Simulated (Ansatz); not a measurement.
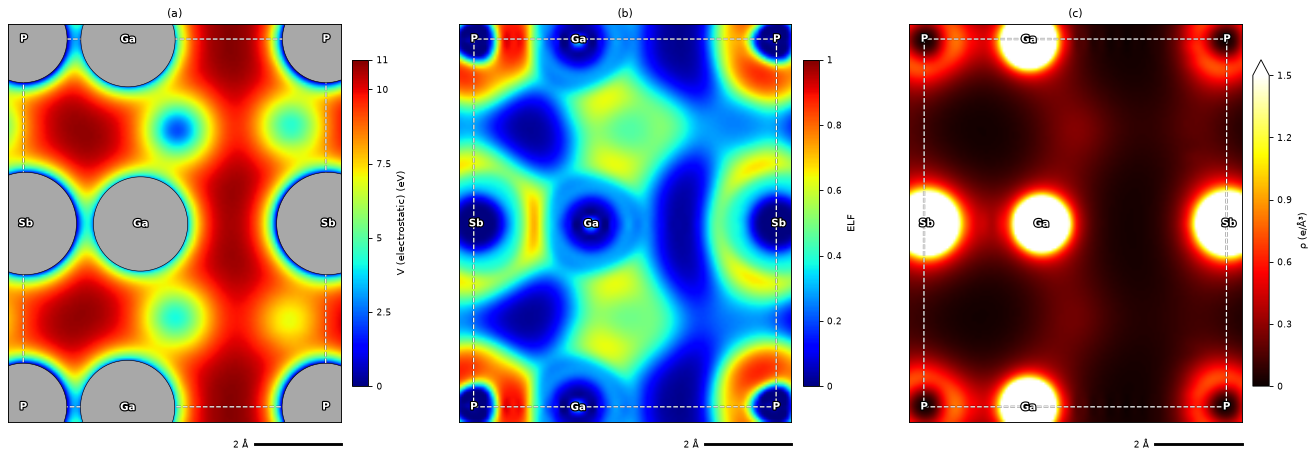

The picture shows: Ga$_{4}$Sb$_{3}$P. (a) electrostatic potential energy of an electron; (b) ELF; (c) valence electron density on the (011) plane of the conventional cell. Grey discs cover the atomic cores in the potential map.

Space group Pm; started from the ordered alloy on wurtzite lattice prototype, which need not be the ambient phase.

Method: DFT, PBE, plane waves, PAW in Ansatz.

Core electrons are frozen (PAW), and the valence fields are smoothed inside the atomic spheres.

Input

```
crystal:
  lattice:
    - [6.6806946419, 0.0, 0.0]
    - [0.0, 4.0910561187, 0.0]
    - [0.0, 0.0, 7.0859170543]
  atoms:
    - { symbol: P, position: [0.0, 0.0, 0.3333333333] }
    - { symbol: Sb, position: [0.0, 0.5, 0.8333333333] }
    - { symbol: Sb, position: [0.5, 0.5, 0.1666666667] }
    - { symbol: Sb, position: [0.5, 0.0, 0.6666666667] }
    - { symbol: Ga, position: [0.375, 0.0, 0.3333333333] }
    - { symbol: Ga, position: [0.375, 0.5, 0.8333333333] }
    - { symbol: Ga, position: [0.875, 0.5, 0.1666666667] }
    - { symbol: Ga, position: [0.875, 0.0, 0.6666666667] }
kpoints:
  mp_grid: { grid: [4, 6, 4] }
hamiltonian:
  xc: pbe
scf:
  occupations: { method: fermi_dirac, width: 0.02 }
relax:
  f_tol: 0.005
  cell: {}
output:
  write_density: true
  write_potential: true
  elf: true
  volumetric_format: npy
```

Command:

```sh
ansatz run input.yaml --threads 2 --pin off --max-ram 20275MiB --backend cpu --events-out ev --progress --plain --runs-dir out
```

Below, planes, directions and counts refer to the conventional cell (a = 7.00 Å, b = 4.26 Å, c = 7.37 Å, α = 90.00°, β = 90.07°, γ = 90.00°).

The fields are those of the relaxed geometry.

Q: Interpret the plot.

A:
- The section cuts through P, Sb and Ga sites.
- Ga–P (2.42 Å): ρ is about 0.51 e/Å³ halfway; the ELF peaks at about 0.90 in the valence shell of P, 0.8 Å from its nucleus, and is about 0.75 at the midpoint.
- Ga–Sb (2.67 Å): ρ at the midpoint is about 0.43 e/Å³, with its minimum of 0.37 e/Å³ about 1.2 Å from Ga; the ELF peaks at about 0.70 between the atoms.
- Between the atoms the lowest density in this plane is 0.009 e/Å³.
- Outside the cores the potential energy rises away from the atoms and is highest about 2.2 Å from the nearest atoms; its zero is arbitrary.
